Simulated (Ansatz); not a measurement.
**F₂H₃NSi + HF: a complex and its separated parts**

The complex below is one end of an elementary step. How strongly is it bound against its free parts?

Computed with Ansatz 0.2.0, Gaussian basis. Level: PBE0-D4/def2-TZVP structures, single points in def2-TZVPP, no counterpoise correction.

Levels: SPW92, PBE-D4, BLYP-D4, r2SCAN-D4, B97M-V, PBE0-D4, B3LYP-D4, r2SCAN0-D4, BHLYP-D4, CAM-B3LYP-D4, wB97X-V, wB97M-V, B2PLYP, PBE-QIDH, RPA on PBE, Hartree-Fock, MP2, CCSD, CCSD(T).

Correlated methods freeze the cores. B3LYP uses VWN-RPA correlation. B2PLYP carries no dispersion term here.

94 further runs of the same task are left out: 94 set aside as unsound or not needed.

## (1) Where the work starts

The complex: 9 atoms, charge 0, spin multiplicity 1.

Atoms are counted from 1 here; the program's logs count them from 0.

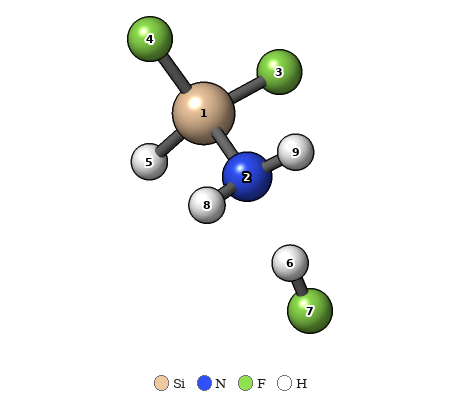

Start geometry, drawn with silicon light orange, nitrogen blue, fluorine green, hydrogen white; atoms are numbered from 1 in the order of the file.

Coordinates:

```xyz
9
charge 0, multiplicity 1
Si   -0.63192    0.81825   -0.33876
N     0.64128   -0.00289    0.47039
F    -0.28501    0.76091   -1.87844
F    -0.71885    2.35084    0.05598
H    -1.92780    0.19731   -0.04924
H     0.44210   -1.70549    0.12465
F     0.28487   -2.62618   -0.03119
H     0.61259   -0.00368    1.48238
H     1.58275    0.21094    0.16422
```

Its parts: F₂H₃NSi holds atoms 1, 2, 3, 4, 5, 8, 9; HF holds atoms 6, 7. Each part counts its atoms afresh in its own runs.

## (2) Relaxing F₂H₃NSi alone

File relax-a/in.yaml:

```yaml
crystal:
  periodic: [false, false, false]
  atoms:
    - {symbol: Si, position_ang: [-0.631925, 0.818248, -0.338764]}
    - {symbol: N, position_ang: [0.641276, -0.002887, 0.470390]}
    - {symbol: F, position_ang: [-0.285012, 0.760908, -1.878438]}
    - {symbol: F, position_ang: [-0.718846, 2.350836, 0.055981]}
    - {symbol: H, position_ang: [-1.927803, 0.197307, -0.049235]}
    - {symbol: H, position_ang: [0.612585, -0.003684, 1.482380]}
    - {symbol: H, position_ang: [1.582754, 0.210940, 0.164222]}
basis:
  gaussian: {orbitals: def2-TZVP}
hamiltonian: {xc: pbe0, dispersion: d4}
relax: {f_tol: 0.005, max_steps: 200}
```

Run with:

```console
$ ansatz run in.yaml --threads 4 --pin off --events-out ev --progress --plain --max-ram 9574MiB
```

Further steps of the session: Relaxing HF alone; SPW92/def2-TZVPP; PBE-D4/def2-TZVPP; BLYP-D4/def2-TZVPP; r2SCAN-D4/def2-TZVPP; B97M-V/def2-TZVPP; PBE0-D4/def2-TZVPP; B3LYP-D4/def2-TZVPP; r2SCAN0-D4/def2-TZVPP; BHLYP-D4/def2-TZVPP; CAM-B3LYP-D4/def2-TZVPP; wB97X-V/def2-TZVPP; wB97M-V/def2-TZVPP; B2PLYP/def2-TZVPP; PBE-QIDH/def2-TZVPP; RPA on PBE/def2-TZVPP; CCSD(T)/def2-TZVPP; Vibrations of F₂H₃NSi; Vibrations of HF.

**Question.** What will these runs give? Wanted: complex less parts, CCSD(T)/def2-TZVPP; with zero-point energy; largest T1 diagnostic.

As calculated:

| quantity | value |
| --- | --- |
| complex less parts, CCSD(T)/def2-TZVPP | -30.7 kJ/mol |
| with zero-point energy | -20.2 kJ/mol |
| largest T1 diagnostic | 0.011 |

What this shows: At CCSD(T) the complex lies 30.7 kJ/mol below its parts. The functionals run from B2PLYP, off by -0.4 kJ/mol, to SPW92, off by -23.2 kJ/mol, against CCSD(T). Mean unsigned error by rung: LDA 23.2, GGA 8.2, meta-GGA 3.4, hybrid 4.0, range-separated hybrid 3.3, double hybrid 0.8 kJ/mol. PBE-D4 gives a relative energy 9.6 kJ/mol too low, outside chemical accuracy (1 kcal/mol, 4.2 kJ/mol). No counterpoise was applied, and triple zeta lacks some correlation, so the CCSD(T) reference has a basis error of its own, and close matches with it are partly luck.
